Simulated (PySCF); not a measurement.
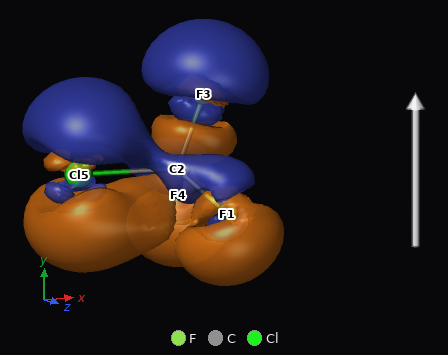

Figure 1: CClF3, SMILES `FC(F)(F)Cl`. Change of the electron density in a uniform field of 0.41 V/Å along +y (arrow), surfaces at ±0.0015 e/Å³ (orange: gain, blue: loss).

Computed with PySCF, B3LYP/6-311+G**, geometry: GFN2-xTB. No frequency check shows the geometry to be a minimum. The basis has diffuse s and p functions alone, which still leaves polarisabilities too small, most of all across bonds. GFN2-xTB bond lengths at metals and heavier atoms can be off by up to 0.1 Å and shapes distorted, which carries into these values.

Cartesian coordinates (Å):

```
F1       0.8189   -0.6470    1.0543
C2       0.3510    0.0000    0.0000
F3       0.8185    1.2367    0.0330
F4       0.8181   -0.5897   -1.0877
Cl5     -1.4238    0.0000    0.0002
```

How large is the response?

The induced dipole is 0.48 D (along the field); α along this axis, from the fields in both directions, is 23 bohr³ (3.5 Å³).

Which atoms gain and lose the most charge?

Electrons gather most on F1 and F4 alike (Hirshfeld charge changes by −0.009 e) and leave F3 most (+0.017 e); 0.051 electrons are displaced in all.
